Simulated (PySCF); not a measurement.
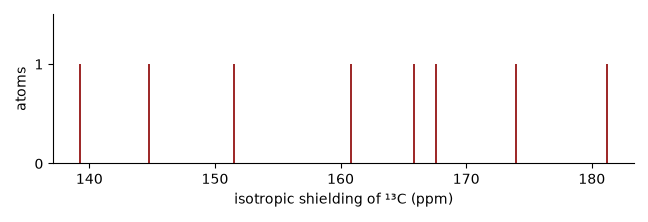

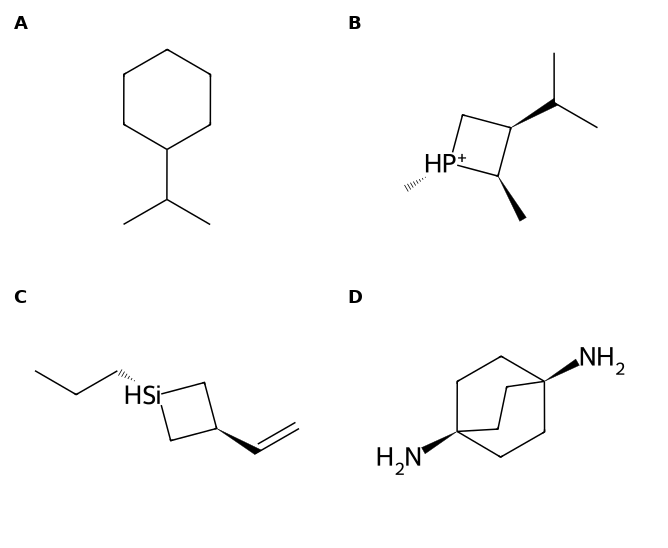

The sticks are computed shieldings of one of the molecules, for one fixed geometry (GFN2-xTB) without averaging over rotations. Low shielding means a high chemical shift. Method: GIAO PBE0/pcSseg-1 NMR shielding, non-relativistic, gas phase (PySCF 2.14.0).

### Which molecule gives this pattern?

B, `CC(C)[C@@H]1C[P@@H+](C)[C@@H]1C`. Its 8 C atoms give lines at 139.2, 144.7, 151.5, 160.8, 165.9, 167.6, 173.9, 181.2 ppm.

The geometry is semi-empirical. Around P, Si such bond lengths and angles can be off by a tenth of an ångström or more and by several degrees, and values that hang on the shape move with them.
